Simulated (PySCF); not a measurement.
Input

```
{"job": {"kind": "epr", "basis": "pcH-1"}, "charge": 0, "multiplicity": 2}
C     -1.564282     1.320214     0.033388
B     -0.716154    -0.019610    -0.069938
C     -1.448694    -1.401016    -0.352678
C      0.763846     0.019308     0.088818
C      2.062486    -0.640317    -0.070363
C      1.963267     0.752783     0.500234
H     -2.349412     1.374165    -0.718051
H     -0.961879     2.222120    -0.044320
H     -2.066894     1.354014     1.000488
H     -2.438339    -1.452986     0.095175
H     -0.880543    -2.266867    -0.020779
H     -1.592620    -1.512261    -1.428008
H      2.464698    -0.771287    -1.067306
H      2.313277    -1.460395     0.591908
H      2.151347     0.902842     1.555788
H      2.292296     1.588235    -0.105768
```

Launched as:

```sh
OMP_NUM_THREADS=1 python probes_run.py task.json out
```

Geometry: GFN2-xTB.

Level of theory: UKS B3LYP, pcH-1 on B C H, non-relativistic, mean-field spin-orbit, GIAO (PySCF 2.14.0, density-fitted response routines).

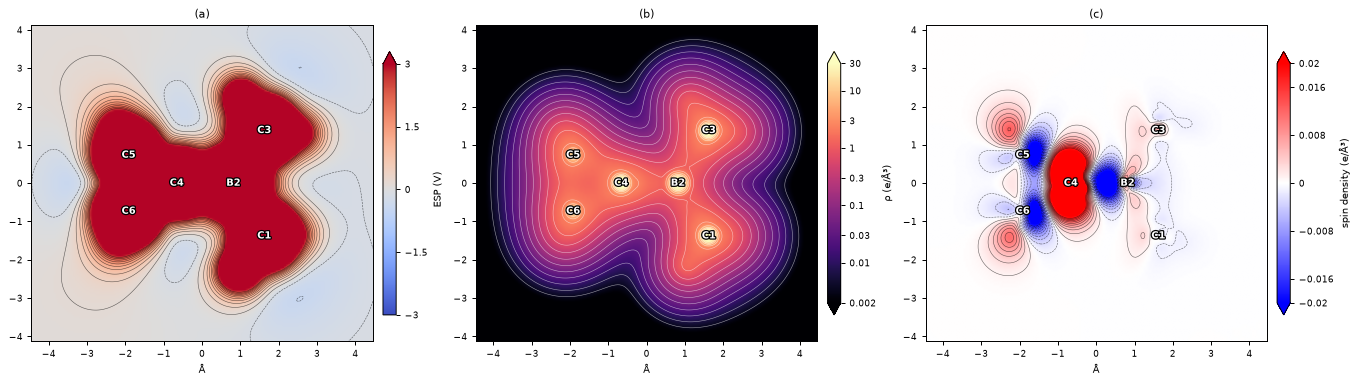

C5H10B (SMILES CB(C)[C]1CC1) (doublet). (a) molecular electrostatic potential; (b) total electron density; (c) spin density (α minus β) on the plane of atoms C3, B2 and C4.

Q: Interpret the plot.

A: Atoms in the plane: C and B. C–C (1.46 Å): the density is about 1.7 e/Å³ at the midpoint. C–B (1.49 Å): the density is about 1.6 e/Å³ at the midpoint. C–C (1.51 Å): ρ is about 1.6 e/Å³ halfway. C–B (1.59 Å): the density is about 1.4 e/Å³ at the midpoint. The unpaired spin (1 electron) lies mostly on C4 (about 0.6) and B2 (about 0.2), in electrons by Hirshfeld's partition. Outside the dense part of the molecule the potential is most negative (−0.4 V) near C1.
